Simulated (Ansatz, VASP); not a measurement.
# SnO2: VASP beside Ansatz

One calculation is typed for both programs; each brings its own data sets and cutoff. How far apart do they land?

Method: plane waves, with VASP 6.6.1 beside it; single point at LDA, in Ansatz 0.2.0.

### Step 1. The starting structure

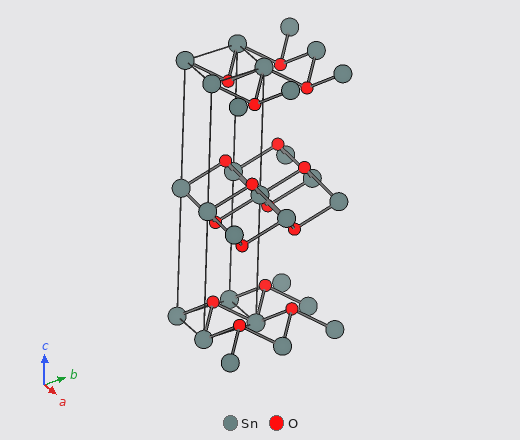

Start, viewed slightly off an axis; tin teal, oxygen red. 2×2×1 cells are drawn. Bonds to atoms that aren't drawn are left out. Some periodic images of atoms are drawn too.

### Step 2. Ansatz: single point, LDA

Ansatz runs on its default PAW (the set named soft_2) files.

A single point gives forces, pressure and levels at one fixed geometry, so differences don't come from the geometry; what else differs is listed under the comparison.

input.yaml reads:

```yaml
crystal:
  lattice:
    - [3.2305756168, 0.0, 0.0]
    - [-1.6152878084, 2.797760553, 0.0]
    - [0.0, 0.0, 10.790562]
  atoms:
    - { symbol: Sn, position: [0.0, 0.0, 0.0] }
    - { symbol: Sn, position: [0.0, 0.0, 0.5] }
    - { symbol: O, position: [0.3333333333, 0.6666666667, 0.905862] }
    - { symbol: O, position: [0.3333333333, 0.6666666667, 0.594138] }
    - { symbol: O, position: [0.6666666667, 0.3333333333, 0.094138] }
    - { symbol: O, position: [0.6666666667, 0.3333333333, 0.405862] }
hamiltonian:
  xc: lda
  pseudopotentials: { kind: paw }
kpoints:
  mp_grid: { grid: [8, 8, 2] }
scf:
  occupations: { method: gaussian, width: 0.01 }
  n_extra_bands: 5
output:
  forces: true
  stress: true
  eigenvalues: true
```

Started as:

```bash
ansatz run input.yaml --threads 4 --pin off --max-ram 9216MiB --backend cpu --events-out ev --progress --plain --runs-dir out
```

Numbers of over 12 decimals in the logs are rounded to 6 here.

The log of the run:

```text
scf.n_extra_bands = 5 over 26 filled bands (N_el = 52.0): the run solves 31 bands
Engine: ansatz 0.2.0, aarch64-unknown-linux-gnu
Pseudopotentials: kind: paw
Pseudopotential: Sn, paw, valence charge 14, recommended cutoff 420 eV (normal), Sn.paw.azcp
Pseudopotential: O, paw, valence charge 6, recommended cutoff 420 eV (normal), O.paw.azcp
Functional definition: SPW92
  exchange = slater_x
  correlation = pw_c
Crystal: 6 atoms, lattice volume = 97.529 Å³
Basis set: ecut = 420 eV, 1933 PW (Γ)
Bands: 31, of which v1, the nominal top of the filled ones, is band 26 counted from 1 (25 counted from 0)
Symmetry: 24 space group operations
Space group: P63/mmc (ITA 194), of the structure as read, at distance tolerance 4.6e-5 Å
k-points: 20 of 128
Non-local potential: Sn, projectors of the file, l = 0: 2, l = 1: 2, l = 2: 2, l = 3: 2
Non-local potential: O, projectors of the file, l = 0: 2, l = 1: 2, l = 2: 1
PAW form: soft (Blöchl's): semilocal exchange-correlation on the pseudo side does not see the compensation charge
PAW frozen core: Sn, regenerated for the run's functional, and the local potential with it (the file was generated under x = pbe(κ = 0.804, μ = 0.219515), c = pbe(β = 0.066725))
PAW frozen core: O, regenerated for the run's functional, and the local potential with it (the file was generated under x = pbe(κ = 0.804, μ = 0.219515), c = pbe(β = 0.066725))
PAW one-centre angular grid: Sn, 590 points (default); XC on 64 Gauss nodes
PAW one-centre angular grid: O, 110 points (default); XC on 64 Gauss nodes
Initial density: superposition of atomic densities (neutral atoms: chi_scale 0, normalization atom), corrected by the library's trained network
Initial wavefunctions: pseudopotential atomic-orbital guess
Functional: x = slater, c = lda
SCF iter   1: F=—  HF=-13978.870405 eV  |F-HF|=—  |Δ(HF+E_count)|=         —  Δρ=1.60e-2  dr2=2.21e-1  ethr=1.77e-3  ⟨swp⟩=7.0  Hψ=2817  notcnv=0
preconditioner: auto → Resta (q_TF=auto, 2.457 Å⁻¹)  ε∞=3.3  [insulator: Δε(μ)=1.805 eV  Ē_g=17.744 eV  σ=0.010 eV  W_gap=1.00  n_scr=26 (ndim 8)  ℏωp=27.1 eV  f_vac=0.255  D(μ)=0.00/eV (n_scr^D=0)  ε∞_Penn≈3.3]
SCF iter   2: F=—  HF=-13978.811453 eV  |F-HF|=—  |Δ(HF+E_count)|=   5.90e-2  Δρ=4.75e-3  dr2=8.42e-3  ethr=4.25e-4  ⟨swp⟩=2.0  Hψ=1051  notcnv=0  defer=20
SCF iter   3: F=—  HF=-13978.808794 eV  |F-HF|=—  |Δ(HF+E_count)|=   2.66e-3  Δρ=1.95e-3  dr2=2.21e-3  ethr=1.62e-5  ⟨swp⟩=2.0  Hψ=1179  notcnv=0  defer=20
SCF iter   4: F=—  HF=-13978.808292 eV  |F-HF|=—  |Δ(HF+E_count)|=   5.02e-4  Δρ=9.19e-4  dr2=5.49e-4  ethr=4.24e-6  ⟨swp⟩=1.9  Hψ=634  notcnv=0  defer=20
SCF iter   5: F=—  HF=-13978.808112 eV  |F-HF|=—  |Δ(HF+E_count)|=   1.81e-4  Δρ=1.94e-4  dr2=4.37e-5  ethr=1.06e-6  ⟨swp⟩=2.9  Hψ=1177  notcnv=0  defer=20
SCF iter   6: F=—  HF=-13978.808109 eV  |F-HF|=—  |Δ(HF+E_count)|=   2.43e-6  Δρ=4.15e-5  dr2=1.09e-6  ethr=8.40e-8  ⟨swp⟩=3.0  Hψ=1171  notcnv=0  defer=20
SCF iter   7: F=-13978.808109 eV  HF=-13978.808109 eV  |F-HF|=2.40e-8  |Δ(HF+E_count)|=   2.67e-7  Δρ=4.25e-6  dr2=2.78e-8  ethr=1.92e-10  ⟨swp⟩=11.1  Hψ=3235  notcnv=0
SCF 1 converged in 7 iterations: F = -13978.808109 eV  dr2 = 2.78e-8
  greatest PAW one-centre occupation: 0.997 electrons in one spin orbital (limit 2), on the Sn atom at site 1 (counted from 0), in its partial waves of l = 2
SCF converged after 7 iterations
Free energy (F): -13978.808109 eV
Harris-Foulkes:  -13978.808109 eV  (|F-HF|=2.40e-8)
Internal energy: -13978.808109 eV  (E = F + TS)
E sigma→0 (E₀):  -13978.808109 eV
Fermi energy:    5.186684 eV
--- Per-component energies (eV) ---
  E_band       = -360.927797
  E_kinetic    = 1070.967733
  E_local      = -4931.805171  (includes V_loc(G=0)·N_el)
  E_nonlocal   = 148.712314
  E_hartree    = 2399.853933
  E_xc         = -1040.377069
  E_vxc        = -562.043600  (∫ρ·V_xc dr)
  E_paw        = -8596.629754  (= ΣΔE_a)
  E_vpaw       = -886.486063  (= ΣTr[D̂ρ^β])
  E_aug_tail   = 0.009834  (compensation charges beyond the density's cutoff)
  E_ewald      = -3030.777412
  E_core_change = 1.237482  (= ΣΔE_core)
  E_smearing   = -0.000000  (= −TS)
  E_closure    = -0.000000  (closes the sum)
  Σ components = -13978.808109   (vs F -13978.808109, Δ=0.00e0)
--- Forces (eV/Å), atoms counted from 1 ---
  atom   1  Sn     0.00000000    -0.00000000     0.00000000
  atom   2  Sn    -0.00000000     0.00000000     0.00000000
  atom   3  O      0.00000000     0.00000000     0.69448386
  atom   4  O     -0.00000000     0.00000000    -0.69448386
  atom   5  O     -0.00000000    -0.00000000    -0.69448386
  atom   6  O      0.00000000    -0.00000000     0.69448386
  max |Σ_I F_I| component: 1.11e-16 eV/Å
--- Stress (GPa, compression-positive) ---
       -9.192920       0.000000       0.000000
        0.000000      -9.192920       0.000000
        0.000000       0.000000      -4.928798
  P = ⅓ Tr σ = -7.7715 GPa (-77.715 kbar)
--- Band table (eV; the first three rows and the last of 20) ---
  k-point 0: bands = [... 22 lower, 3.3121, 3.3362, 3.3362, 3.7966, 6.1656, 6.9026, 9.4354, 9.7966, ... 1 higher]
  k-point 1: bands = [... 22 lower, 3.3243, 3.3243, 3.4613, 3.4613, 6.5470, 6.5470, 9.6237, 9.6237, ... 1 higher]
  k-point 2: bands = [... 22 lower, 3.4616, 3.4880, 3.5567, 4.0041, 6.9657, 7.5154, 9.9280, 10.3663, ... 1 higher]
  k-point 19: bands = [... 22 lower, 3.7295, 3.7295, 4.0412, 4.0412, 9.9348, 9.9348, 12.9858, 12.9858, ... 1 higher]
```

Elapsed: 2.1 s, on 4 threads of Arm Neoverse N1, shared host; peak memory 0.39 GiB; 6.8 s of CPU time.

The run ends at a pressure of -7.77 GPa, with forces up to 0.69 eV/Å.

### Step 3. VASP: single point, LDA

The same cell, functional (in two slightly different forms), mesh and smearing now go to VASP, with its own data sets and cutoff.

Lines of VASP's logs that name or quote its potential files are left out, and so is its time.

INCAR reads:

```
SYSTEM = SnO2
PREC = Accurate
ENCUT = 520
EDIFF = 1E-07
NELM = 100
ISMEAR = 0
SIGMA = 0.01
LREAL = .FALSE.
ALGO = Normal
GGA = CA
NBANDS = 32
LORBIT = 11
LWAVE = .FALSE.
LCHARG = .FALSE.
KPAR = 2
```

POSCAR reads:

```
SnO2
1.0
    3.2305756168      0.0000000000      0.0000000000
   -1.6152878084      2.7977605530      0.0000000000
    0.0000000000      0.0000000000     10.7905620000
Sn O
2 4
Direct
    0.0000000000      0.0000000000      0.0000000000
    0.0000000000      0.0000000000      0.5000000000
    0.3333333333      0.6666666667      0.9058620000
    0.3333333333      0.6666666667      0.5941380000
    0.6666666667      0.3333333333      0.0941380000
    0.6666666667      0.3333333333      0.4058620000
```

KPOINTS reads:

```
Automatic mesh
0
Gamma
8 8 2
0 0 0
```

The projector-augmented-wave data sets are Sn_d and O (PBE family, release 64).

Started as:

```bash
mpirun -np 2 vasp_std
```

The log of the run:

```text
[banner, memory and clock lines left out]
running    2 mpi-ranks, on    1 nodes
 distrk:  each k-point on    1 cores,    2 groups
 distr:  one band on    1 cores,    1 groups

 POSCAR found type information on POSCAR SnO
 POSCAR found :  2 types and       6 ions
|                                                                             |
|               ----> ADVICE to this user running VASP <----                  |
|                                                                             |
|     You enforced a specific xc type in the INCAR file but a different       |
|     [... a line on the potential file left out ...]
|     I HOPE YOU KNOW WHAT YOU ARE DOING!                                     |
|                                                                             |

 LDA part: xc-table for (Slater(with rela. corr.)+CA(PZ))
 , standard interpolation
 POSCAR, INCAR and KPOINTS ok, starting setup
 FFT: planning ... GRIDC
 FFT: planning ... GRID_SOFT
 FFT: planning ... GRID
 WAVECAR not read
 entering main loop
       N       E                     dE             d eps       ncg     rms          rms(c)
DAV:   1     0.643311762970E+03    0.64331E+03   -0.26146E+04  1352   0.229E+03
DAV:   2     0.576804178135E+02   -0.58563E+03   -0.56144E+03  1448   0.645E+02
DAV:   3    -0.409765003239E+02   -0.98657E+02   -0.96388E+02  1496   0.220E+02
DAV:   4    -0.460982193815E+02   -0.51217E+01   -0.51022E+01  1552   0.580E+01
DAV:   5    -0.462608687456E+02   -0.16265E+00   -0.16256E+00  1632   0.102E+01    0.139E+01
DAV:   6    -0.410015054223E+02    0.52594E+01   -0.20877E+01  1944   0.698E+01    0.572E+00
DAV:   7    -0.409949058459E+02    0.65996E-02   -0.19390E+00  1376   0.829E+00    0.308E+00
DAV:   8    -0.409152130871E+02    0.79693E-01   -0.30901E-01  1800   0.418E+00    0.780E-01
DAV:   9    -0.408983322798E+02    0.16881E-01   -0.50878E-02  1864   0.312E+00    0.134E-01
DAV:  10    -0.408990030598E+02   -0.67078E-03   -0.62791E-03  1688   0.817E-01    0.748E-02
DAV:  11    -0.408990675548E+02   -0.64495E-04   -0.57999E-04  2008   0.258E-01    0.319E-02
DAV:  12    -0.408990679164E+02   -0.36158E-06   -0.41470E-05  1872   0.570E-02    0.158E-02
DAV:  13    -0.408990660728E+02    0.18436E-05   -0.14692E-05  1984   0.266E-02    0.185E-03
DAV:  14    -0.408990662609E+02   -0.18807E-06   -0.76083E-07  1752   0.668E-03    0.231E-03
DAV:  15    -0.408990662582E+02    0.26257E-08   -0.58298E-08   968   0.331E-03
   1 F= -.40899066E+02 E0= -.40899066E+02  d E =-.918859E-62
```

OUTCAR, selected parts (step 3):

```text
ion  position               nearest neighbor table
   1  0.000  0.000  0.000-   3 2.12   5 2.12   5 2.12   3 2.12   5 2.12   3 2.12
   2  0.000  0.000  0.500-   4 2.12   6 2.12   6 2.12   4 2.12   6 2.12   4 2.12
   3  0.333  0.667  0.906-   1 2.12   1 2.12   1 2.12
   4  0.333  0.667  0.594-   2 2.12   2 2.12   2 2.12
   5  0.667  0.333  0.094-   1 2.12   1 2.12   1 2.12
   6  0.667  0.333  0.406-   2 2.12   2 2.12   2 2.12

  LATTYP: Found a hexagonal cell.
 ALAT       =     3.2305756168
 C/A-ratio  =     3.3401360253

 Subroutine GETGRP returns: Found 24 space group operations
 (whereof 12 operations were pure point group operations)

The static configuration has the point symmetry D_3d.
 The point group associated with its full space group is D_6h.

 Found     20 irreducible k-points:

   k-points           NKPTS =     20   k-points in BZ     NKDIM =     20   number of bands    NBANDS=     32

   dimension x,y,z NGX =    24 NGY =   24 NGZ =   80
   dimension x,y,z NGXF=    48 NGYF=   48 NGZF=  160

   ENCUT  =  520.0 eV  38.22 Ry    6.18 a.u.   6.01  6.01 20.06*2*pi/ulx,y,z

   NELECT =      52.0000    total number of electrons

 k-points in reciprocal lattice and weights: Automatic mesh
   0.00000000  0.00000000  0.00000000       0.008
   0.12500000  0.00000000  0.00000000       0.047
   0.25000000  0.00000000  0.00000000       0.047
   0.37500000  0.00000000  0.00000000       0.047
   0.50000000  0.00000000  0.00000000       0.023
   0.12500000  0.12500000  0.00000000       0.047
   0.25000000  0.12500000  0.00000000       0.094
   0.37500000  0.12500000  0.00000000       0.094
   0.25000000  0.25000000  0.00000000       0.047
[...]
0.25000000  0.25000000  0.50000000       0.047
   0.37500000  0.25000000  0.50000000       0.047

 average (electrostatic) potential at core
       1-103.0048       2-103.0048       3 -71.3446       4 -71.3446       5 -71.3446
       6 -71.3446

 E-fermi :   1.8556

 k-point     1 :       0.0000    0.0000    0.0000
  band No.  band energies     occupation
    ...
     22       0.8363      2.00000
     23       0.8363      2.00000
     24       0.8597      2.00000
     25       0.8597      2.00000
     26       1.3179      2.00000
     27       3.6965      0.00000
     28       4.4325      0.00000
     29       6.9695      0.00000
     30       7.3243      0.00000
     31      11.5297      0.00000
    ...

 k-point     2 :       0.1250    0.0000    0.0000
  band No.  band energies     occupation
    ...
     22       0.6018      2.00000
     23       0.9847      2.00000
     24       1.0111      2.00000
     25       1.0807      2.00000
     26       1.5300      2.00000
     27       4.4995      0.00000
     28       5.0490      0.00000
     29       7.4611      0.00000
     30       7.8927      0.00000
     31      10.8715      0.00000
    ...

 k-point     3 :       0.2500    0.0000    0.0000
  band No.  band energies     occupation
    ...
     22       0.4735      2.00000
     23       1.1052      2.00000
     24       1.1373      2.00000
     25       1.2079      2.00000
     26       1.6409      2.00000
     27       5.8493      0.00000
     28       6.1226      0.00000
     29       8.1655      0.00000
     30       8.8425      0.00000
     31      10.2306      0.00000
    ...

  Total       -4.9704901     -4.9704901     -2.8310180      0.0000000      0.0000000      0.0000000
  in kB      -81.6535891    -81.6535891    -46.5070389      0.0000000      0.0000000      0.0000000
  external PRESSURE =     -69.9380724 kB  Pullay stress =       0.0000000 kB

  energy-cutoff  :      520.00
  volume of cell :       97.53
      direct lattice vectors                 reciprocal lattice vectors
     3.230575617  0.000000000  0.000000000     0.309542360  0.178714365  0.000000000
    -1.615287808  2.797760553  0.000000000     0.000000000  0.357428730  0.000000000
     0.000000000  0.000000000 10.790562000     0.000000000  0.000000000  0.092673579

 POSITION                                       TOTAL-FORCE (eV/Angst)
 -----------------------------------------------------------------------------------
      0.00000      0.00000      0.00000         0.000000      0.000000      0.000000
      0.00000      0.00000      5.39528         0.000000      0.000000      0.000000
     -0.00000      1.86517      9.77476        -0.000000      0.000000      0.624113
     -0.00000      1.86517      6.41108         0.000000      0.000000     -0.624113
      1.61529      0.93259      1.01580        -0.000000     -0.000000     -0.624113
      1.61529      0.93259      4.37948         0.000000     -0.000000      0.624113
 -----------------------------------------------------------------------------------
    total drift:                               -0.000000      0.000000      0.000000

  FREE ENERGIE OF THE ION-ELECTRON SYSTEM (eV)
  ---------------------------------------------------
  free  energy   TOTEN  =       -40.8990662582 eV

  energy  without entropy=      -40.8990662582  energy(sigma->0) =      -40.89906626

 total charge
# of ion       s       p       d       tot
------------------------------------------
    1        0.923   1.045  10.308  12.277
    2        0.923   1.045  10.308  12.277
    3        1.565   3.389   0.000   4.954
    4        1.565   3.389   0.000   4.954
    5        1.565   3.389   0.000   4.954
    6        1.565   3.389   0.000   4.954
--------------------------------------------------
tot          8.105  15.647  20.617  44.369

[... 3 further parts left out ...]
```

The run ends at a pressure of -6.99 GPa, with forces up to 0.62 eV/Å.

### Step 4. Differences

Known differences besides the PAW data sets themselves: the two LDA forms differ slightly; the cutoff is 420 eV in Ansatz and 520 eV in VASP; Ansatz makes its cores anew for this functional, VASP keeps those of its PBE data sets. Total energies have different zeros and are not compared.

Both answers:

```
              quantity  Ansatz   VASP  difference
        pressure (GPa)   -7.77  -6.99       -0.78
gap on the k mesh (eV)   1.958  1.957      +0.001
```

Forces (eV/Å; atoms numbered as in POSCAR):

```
atom        Ansatz x, y, z          VASP x, y, z
 Sn1   0.000, 0.000, 0.000   0.000, 0.000, 0.000
 Sn2   0.000, 0.000, 0.000   0.000, 0.000, 0.000
  O3   0.000, 0.000, 0.694   0.000, 0.000, 0.624
  O4  0.000, 0.000, -0.694  0.000, 0.000, -0.624
  O5  0.000, 0.000, -0.694  0.000, 0.000, -0.624
  O6   0.000, 0.000, 0.694   0.000, 0.000, 0.624
```

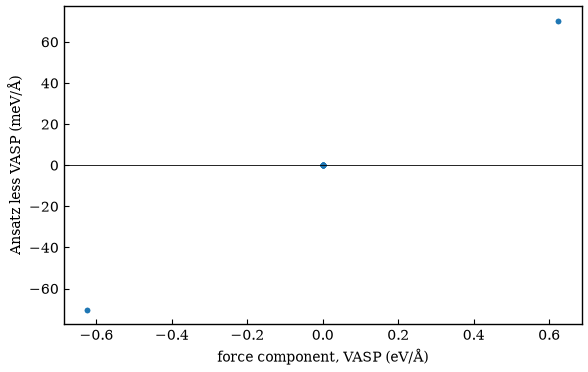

Difference of the force components against their size.

The forces differ by 33 meV/Å r.m.s., which is 11.3 % of the r.m.s. force of 0.29 eV/Å (both taken over all components). Ansatz's pressure holds a Pulay correction of 0.85 GPa; VASP's holds none.

### Step 5. What moves the difference

The difference is large enough to ask for its cause, so further runs change the set-up of one program at a time, as the table lists.

```
                                                           run  r.m.s. force difference (% of the r.m.s. force)
                                                      as above                                               11
cores kept as stored, as VASP does, whose cores stay as stored                                               11
                             Ansatz's all-electron LAPW method                                               11
                       Ansatz's larger PAW set (cutoff 900 eV)                                               11
                   norm-conserving potentials (cutoff 1143 eV)                                              8.3
```

### Step 6. What came out

* r.m.s. force difference (single point, LDA): 11 % of the r.m.s. force
* difference in pressure (single point, LDA): -0.78 GPa

In words: The r.m.s. force difference is 11 % of the r.m.s. force (single point, LDA), beyond the 3 % picked in this series as the mark of a large difference. For single point, LDA: no further run halves the r.m.s. force difference; only Ansatz's side was varied, and Ansatz's runs with other potentials lie closer to each other than to VASP, which for this quantity points to VASP's side; this was not tested here. The all-electron run, which needs no data set, lies 11 % of the r.m.s. force from VASP, against 11 for Ansatz's PAW result. How closely two codes agree says nothing of how well the functional describes the real material.

[Lines on the potential files, build, host, timing and source positions are cut from VASP's logs without a mark.]

[Logs are printed without paths, hosts, clocks, repeated set-up lines and the standing remarks that a program may print on its own settings, such as how far it seeks lower states.]

[Hosts, paths, dates, database ids (printed as entryN), source tags and the programs' standing remarks are cut or masked in the printed files.]
